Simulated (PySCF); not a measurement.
```xyz
2

Y     0.0000    0.0000   -0.0214
H     0.0000    0.0000    1.8906
```

Core potentials replace the inner electrons of Y.

The calculation used PySCF 2.14.0, PBE0/def2-TZVPP, non-relativistic Hamiltonian with scalar-relativistic core potentials where named, at a bond length of 1.912 Å.

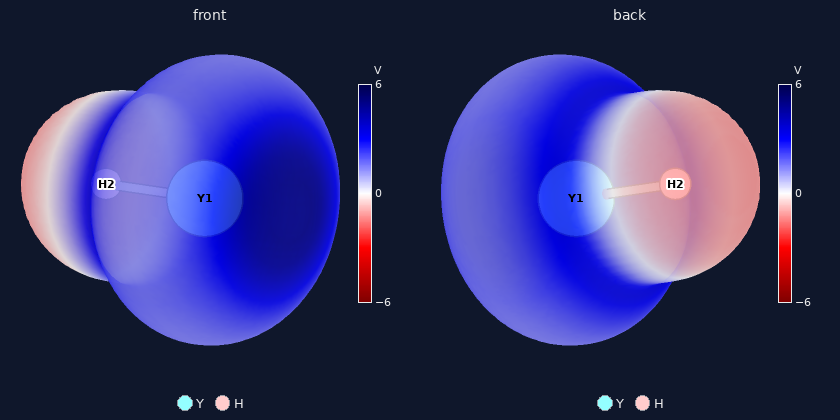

YH. The electrostatic potential painted on the density surface at 0.004 e/bohr³, seen from the front and from behind; red is negative and blue positive.

Describe the electrostatic potential map.

Answer. The most negative region (about −1.1 V) lies over H2, the most positive (about +5.0 V) over Y1.
